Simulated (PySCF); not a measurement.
# Bi(CN)3: how settings move a single point

Which settings matter for Bi(CN)3? Each run alters one on purpose. It is a constructed species; whether it can be made isn't addressed.

Computed with PySCF 2.14.0. Level: r2SCAN, Bi def2-SVP with ECP60, C def2-SVP, N def2-SVP; scalar-relativistic core potentials, no spin–orbit coupling.

4 further runs of the same task are left out: 1 for a known fault of the program, 2 that didn't finish, 1 set aside as unsound or not needed.

**1. Starting geometry**

7 atoms, charge 0, spin multiplicity 1.

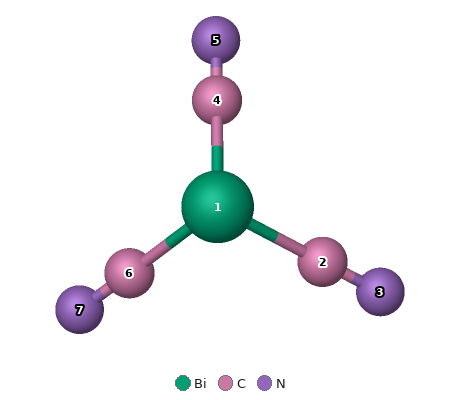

The structure; bismuth teal, carbon pink, nitrogen purple; atoms are numbered from 1 in the order of the file.

Geometry (Å):

```xyz
7
C3BiN3
Bi    0.0000    0.0000    1.2015
C     1.8616    0.0000   -0.0324
N     2.9005    0.0000   -0.5619
C    -0.9308    1.6122   -0.0324
N    -1.4502    2.5119   -0.5619
C    -0.9308   -1.6122   -0.0324
N    -1.4503   -2.5119   -0.5619
```

Formal oxidation states: Bi +3. An earlier session relaxed this geometry at r2SCAN, Bi def2-SVP with ECP60, C def2-SVP, N def2-SVP (singlet, point group C3v).

The sound run used a (50, 194) grid (finer on f atoms), a threshold of 1e-8 and at most 55 cycles, and ended at -492.838214 Eh.

**2. Altered run 1**

run.py (the lines that set the calculation) reads:

```python
mol = gto.M(atom='''
Bi     0.00000     0.00000     1.20147
C      1.86164     0.00000    -0.03244
N      2.90049     0.00000    -0.56192
C     -0.93082     1.61223    -0.03244
N     -1.45024     2.51190    -0.56192
C     -0.93082    -1.61223    -0.03244
N     -1.45025    -2.51189    -0.56192''',
    basis={'Bi': 'def2-SVP', 'C': 'def2-SVP', 'N': 'def2-SVP'},
    ecp={'Bi': 'def2-SVP'},
    charge=0, spin=0)
mf = dft.RKS(mol, xc='R2SCAN')
mf.grids.atom_grid = (50, 194)
mf = mf.density_fit()  # fitting sets: Bi def2-universal-JKFIT, C def2-universal-JKFIT, N def2-universal-JKFIT
mf.conv_tol = 1e-08; mf.max_cycle = 55
mf.kernel(dm0)  # dm0: smeared density
```

On the command line:

```console
$ OMP_NUM_THREADS=2 python run.py
```

Output:

```text
init E= -492.783091429863
  HOMO = -0.327588353895681  LUMO = -0.124088286171045  gap/eV = 5.53752
cycle= 1 E= -492.837087042132  delta_E= -0.054  |g|= 0.0592  |ddm|= 0.22
  HOMO = -0.323201759807163  LUMO = -0.131168530917706  gap/eV = 5.22549
cycle= 2 E= -492.829230062847  delta_E= 0.00786  |g|= 0.19  |ddm|= 0.224
  HOMO = -0.325964402149288  LUMO = -0.126525659111799  gap/eV = 5.42700
cycle= 3 E= -492.837974321068  delta_E= -0.00874  |g|= 0.0279  |ddm|= 0.141
  HOMO = -0.326561487002567  LUMO = -0.126144338251357  gap/eV = 5.45363
cycle= 4 E= -492.838209258879  delta_E= -0.000235  |g|= 0.00406  |ddm|= 0.0374
  HOMO = -0.326351754902635  LUMO = -0.125736025663822  gap/eV = 5.45903
cycle= 5 E= -492.838211407913  delta_E= -2.15e-06  |g|= 0.00303  |ddm|= 0.00477
  HOMO = -0.326339241741532  LUMO = -0.125734703733005  gap/eV = 5.45873
cycle= 6 E= -492.838213526723  delta_E= -2.12e-06  |g|= 0.000299  |ddm|= 0.0021
  HOMO = -0.326360961402653  LUMO = -0.125761625868468  gap/eV = 5.45859
cycle= 7 E= -492.838213550203  delta_E= -2.35e-08  |g|= 6.42e-05  |ddm|= 0.000528
  HOMO = -0.326356418439841  LUMO = -0.125758072557254  gap/eV = 5.45856
cycle= 8 E= -492.838213551391  delta_E= -1.19e-09  |g|= 6.77e-06  |ddm|= 0.000102
  HOMO = -0.326355587868106  LUMO = -0.125756713130349  gap/eV = 5.45857
Extra cycle  E= -492.838213551365  delta_E= 2.57e-11  |g|= 1.2e-05  |ddm|= 2.28e-05
converged SCF energy = -492.838213551365
```

Wall time 6 s (2 threads of Arm Neoverse V1, shared host).

Changed: the starting guess (smeared density). It converges in 8 cycles, at the sound run's energy within 0.001 eV, with a largest force component of 0.02 eV/Å. The result survives the change.

**3. Altered run 2**

run.py (the lines that set the calculation) reads:

```python
mol = gto.M(atom='''
Bi     0.00000     0.00000     1.34564
C      2.08504     0.00000    -0.03633
N      3.24855    -0.00001    -0.62935
C     -1.04252     1.80570    -0.03633
N     -1.62427     2.81333    -0.62935
C     -1.04252    -1.80569    -0.03633
N     -1.62428    -2.81332    -0.62935''',
    basis={'Bi': 'def2-SVP', 'C': 'def2-SVP', 'N': 'def2-SVP'},
    ecp={'Bi': 'def2-SVP'},
    charge=0, spin=0)
mf = dft.RKS(mol, xc='R2SCAN')
mf.grids.atom_grid = (50, 194)
mf = mf.density_fit()  # fitting sets: Bi def2-universal-JKFIT, C def2-universal-JKFIT, N def2-universal-JKFIT
mf.conv_tol = 1e-08; mf.max_cycle = 55
mf.kernel(dm0)  # dm0: free metal ions and neutral atoms
```

On the command line:

```console
$ OMP_NUM_THREADS=2 python run.py
```

Output:

```text
init E= -496.258947160509
  HOMO = -0.238583636613244  LUMO = -0.155193848138753  gap/eV = 2.26915
cycle= 1 E= -492.369653741633  delta_E= 3.89  |g|= 1.08  |ddm|= 3.51
  HOMO = -0.307275546702227  LUMO = -0.145253583025687  gap/eV = 4.40884
cycle= 2 E= -490.114577160984  delta_E= 2.26  |g|= 3.09  |ddm|= 3.26
  HOMO = -0.348258323934297  LUMO = -0.169218919605897  gap/eV = 4.87191
cycle= 3 E= -492.511912008684  delta_E= -2.4  |g|= 0.819  |ddm|= 2.42
  HOMO = -0.299928668980103  LUMO = -0.174388977754528  gap/eV = 3.41611
cycle= 4 E= -492.699368039083  delta_E= -0.187  |g|= 0.163  |ddm|= 1.03
  HOMO = -0.30574526866551  LUMO = -0.169249361007676  gap/eV = 3.71424
cycle= 5 E= -492.707832929219  delta_E= -0.00846  |g|= 0.0478  |ddm|= 0.256
  HOMO = -0.307359953674545  LUMO = -0.171138472452936  gap/eV = 3.70678
cycle= 6 E= -492.708343968816  delta_E= -0.000511  |g|= 0.0107  |ddm|= 0.0493
  HOMO = -0.307412334262338  LUMO = -0.17075673048976  gap/eV = 3.71859
cycle= 7 E= -492.708370542185  delta_E= -2.66e-05  |g|= 0.00306  |ddm|= 0.00858
  HOMO = -0.307418319277981  LUMO = -0.170784441246401  gap/eV = 3.71800
cycle= 8 E= -492.708369965288  delta_E= 5.77e-07  |g|= 0.00347  |ddm|= 0.00404
  HOMO = -0.307419314359686  LUMO = -0.170821819416124  gap/eV = 3.71701
cycle= 9 E= -492.708372891664  delta_E= -2.93e-06  |g|= 0.000148  |ddm|= 0.00237
  HOMO = -0.307418143263809  LUMO = -0.170823575487551  gap/eV = 3.71693
cycle= 10 E= -492.708372895355  delta_E= -3.69e-09  |g|= 7.93e-05  |ddm|= 0.000186
  HOMO = -0.307428181265506  LUMO = -0.170811769389228  gap/eV = 3.71752
Extra cycle  E= -492.708372869727  delta_E= 2.56e-08  |g|= 0.000327  |ddm|= 0.000346
converged SCF energy = -492.708372869727
```

Wall time 6.5 s (2 threads of Arm Neoverse V1, shared host).

Changed: the scale of all coordinates (1.12). It converges in 10 cycles, +3.533 eV from the sound run, with a largest force component of 9.34 eV/Å. The setting is unsound, so these numbers aren't the compound's.

**4. Altered run 3**

run.py (the lines that set the calculation) reads:

```python
mol = gto.M(atom='''
Bi     0.00000     0.00000     1.20147
C      1.86164     0.00000    -0.03244
N      2.90049     0.00000    -0.56192
C     -0.93082     1.61223    -0.03244
N     -1.45024     2.51190    -0.56192
C     -0.93082    -1.61223    -0.03244
N     -1.45025    -2.51189    -0.56192''',
    basis={'Bi': 'def2-SVP', 'C': 'def2-SVP', 'N': 'def2-SVP'},
    ecp={'Bi': 'def2-SVP'},
    charge=0, spin=0)
mf = dft.RKS(mol, xc='R2SCAN')
mf.grids.atom_grid = (30, 86)
mf = mf.density_fit()  # fitting sets: Bi def2-universal-JKFIT, C def2-universal-JKFIT, N def2-universal-JKFIT
mf.conv_tol = 1e-08; mf.max_cycle = 55
mf.kernel(dm0)  # dm0: free metal ions and neutral atoms
```

On the command line:

```console
$ OMP_NUM_THREADS=2 python run.py
```

Output:

```text
init E= -497.136741159565
  HOMO = -0.285240969963131  LUMO = -0.12137532103613  gap/eV = 4.45901
cycle= 1 E= -492.73500231808  delta_E=  4.4  |g|= 0.623  |ddm|= 3.67
  HOMO = -0.321754996578768  LUMO = -0.117138810627928  gap/eV = 5.56789
cycle= 2 E= -492.238323318326  delta_E= 0.497  |g|= 1.57  |ddm|= 1.69
  HOMO = -0.338960540254488  LUMO = -0.136602350889442  gap/eV = 5.50645
cycle= 3 E= -492.79846199979  delta_E= -0.56  |g|= 0.377  |ddm|= 1.21
  HOMO = -0.32605787040828  LUMO = -0.127789503680309  gap/eV = 5.39516
cycle= 4 E= -492.834907040923  delta_E= -0.0364  |g|= 0.0424  |ddm|= 0.401
  HOMO = -0.325480196476211  LUMO = -0.124469892370415  gap/eV = 5.46977
cycle= 5 E= -492.835438666825  delta_E= -0.000532  |g|= 0.0107  |ddm|= 0.082
  HOMO = -0.326449551649692  LUMO = -0.125791236805614  gap/eV = 5.46019
cycle= 6 E= -492.835465837602  delta_E= -2.72e-05  |g|= 0.00166  |ddm|= 0.022
  HOMO = -0.326424075153609  LUMO = -0.125727958701176  gap/eV = 5.46122
cycle= 7 E= -492.83546551712  delta_E= 3.2e-07  |g|= 0.00208  |ddm|= 0.0024
  HOMO = -0.32640912610956  LUMO = -0.125692979194042  gap/eV = 5.46176
cycle= 8 E= -492.835466511984  delta_E= -9.95e-07  |g|= 0.000146  |ddm|= 0.00143
  HOMO = -0.326403978272571  LUMO = -0.125691971056968  gap/eV = 5.46165
cycle= 9 E= -492.835466517987  delta_E= -6e-09  |g|= 2.97e-05  |ddm|= 0.000203
  HOMO = -0.326405171448267  LUMO = -0.125693770468243  gap/eV = 5.46164
Extra cycle  E= -492.835466517825  delta_E= 1.62e-10  |g|= 3.67e-05  |ddm|= 8.36e-05
converged SCF energy = -492.835466517825
```

It took 4.3 s on 2 threads of Arm Neoverse V1, shared host.

Changed: the integration grid, to (30, 86). It converges in 9 cycles, +0.075 eV from the sound run, with a largest force component of 0.08 eV/Å. The setting is unsound, so these numbers aren't the compound's.

**5. Altered run 4**

run.py (the lines that set the calculation): that of step 4 with these lines changed.

```diff
@@ -12,5 +12,5 @@
 mf = dft.RKS(mol, xc='R2SCAN')
-mf.grids.atom_grid = (30, 86)
+mf.grids.atom_grid = (50, 194)
 mf = mf.density_fit()  # fitting sets: Bi def2-universal-JKFIT, C def2-universal-JKFIT, N def2-universal-JKFIT
-mf.conv_tol = 1e-08; mf.max_cycle = 55
+mf.conv_tol = 1e-05; mf.max_cycle = 55
 mf.kernel(dm0)  # dm0: free metal ions and neutral atoms
```

On the command line:

```console
$ OMP_NUM_THREADS=2 python run.py
```

Output:

```text
init E= -497.138979927425
  HOMO = -0.285381759278164  LUMO = -0.121450093826438  gap/eV = 4.46081
cycle= 1 E= -492.737656248579  delta_E=  4.4  |g|= 0.624  |ddm|= 3.68
  HOMO = -0.321621385630495  LUMO = -0.117035653308211  gap/eV = 5.56706
cycle= 2 E= -492.2364750753  delta_E= 0.501  |g|= 1.58  |ddm|=  1.7
  HOMO = -0.33894480596751  LUMO = -0.136673828299729  gap/eV = 5.50407
cycle= 3 E= -492.80124881398  delta_E= -0.565  |g|= 0.377  |ddm|= 1.22
  HOMO = -0.325984352332445  LUMO = -0.127854919151899  gap/eV = 5.39138
cycle= 4 E= -492.837639419865  delta_E= -0.0364  |g|= 0.0429  |ddm|= 0.401
  HOMO = -0.325419944113999  LUMO = -0.124516478921901  gap/eV = 5.46686
cycle= 5 E= -492.838185313599  delta_E= -0.000546  |g|= 0.0107  |ddm|= 0.0828
  HOMO = -0.326399275581085  LUMO = -0.125849000480355  gap/eV = 5.45725
cycle= 6 E= -492.838213250344  delta_E= -2.79e-05  |g|= 0.00106  |ddm|= 0.0222
  HOMO = -0.326363730565305  LUMO = -0.125758796213776  gap/eV = 5.45874
cycle= 7 E= -492.838213513917  delta_E= -2.64e-07  |g|= 0.000388  |ddm|= 0.0015
  HOMO = -0.326349324854866  LUMO = -0.125762561128806  gap/eV = 5.45824
Extra cycle  E= -492.838213257076  delta_E= 2.57e-07  |g|= 0.00112  |ddm|= 0.00104
converged SCF energy = -492.838213257076
```

It took 5.6 s on 2 threads of Arm Neoverse V1, shared host.

Changed: the SCF threshold (1e-05). It converges in 7 cycles, at the sound run's energy within 0.001 eV, with a largest force component of 0.02 eV/Å. The result survives the change.

**6. Side by side**

| run | changed | ending | energy change (eV) | cycles | time | usable |
| --- | --- | --- | --- | --- | --- | --- |
| 1 | the starting guess | converged | 0.000 | 8 | 6 s | yes |
| 2 | the scale of all coordinates | converged | +3.533 | 10 | 6.5 s | no |
| 3 | the integration grid | converged | +0.075 | 9 | 4.3 s | no |
| 4 | the SCF threshold | converged | 0.000 | 7 | 5.6 s | yes |

2 of 4 altered runs give a usable result. 2 ended normally with numbers unfit to quote.
